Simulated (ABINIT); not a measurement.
Band structure of MoIr (P-6m2, 2 atoms in the cell).

```
CELL_PARAMETERS angstrom
      2.79205     0.00000     0.00000
     -1.39603     2.41799     0.00000
      0.00000     0.00000     4.46992
ATOMIC_POSITIONS crystal
  Mo 0.00000 0.00000 0.00000
  Ir 0.33333 0.66667 0.50000
```

Method: LDA (PW92), PAW (JTH v2.0 LDA PAW) (plane waves; ABINIT).

Settings: pseudos = [Mo.LDA_PW-JTH.xml, Ir.LDA_PW-JTH.xml]; ecut = 20 Ha; pawecutdg = 40 Ha; pawxcdev = 0; occopt = 3; tsmear = 0.05 eV; ngkpt = 18 18 10; nshiftk = 1; shiftk = 0 0 0; potentials = JTH v2.0 LDA PAW; kptopt = 1; nstep = 50; tolvrs1 = 1e-12.

The starting cell comes from a database of computed structures (which also holds hypothetical and non-ambient phases and stackings), without a prior relaxation at this level. Spin-orbit coupling is off. Spin polarisation is off.

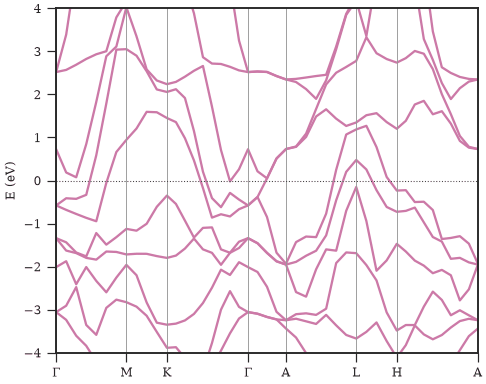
Bands along the path, energies from the Fermi level.

Levels in eV from the Fermi level, bands 12 to 19:
```
point     12     13     14     15     16    17    18    19
-----  -----  -----  -----  -----  -----  ----  ----  ----
Γ      -2.01  -1.34  -1.34  -0.58  -0.58  0.73  2.52  2.52
M      -1.96  -1.72  -1.12   0.95   3.05  4.02  4.17  6.21
K      -3.35  -1.80  -0.35   1.45   2.06  2.24  4.86  6.66
A      -3.25  -1.95  -1.95  -1.93   0.73  0.73  2.35  2.35
L      -1.69  -0.15   0.48   1.19   1.35  2.78  4.18  4.29
H      -3.49  -1.47  -0.73  -0.23   1.20  2.74  6.65  7.47
```

Bands cross the Fermi level along this path, so the cell is metallic at this level.
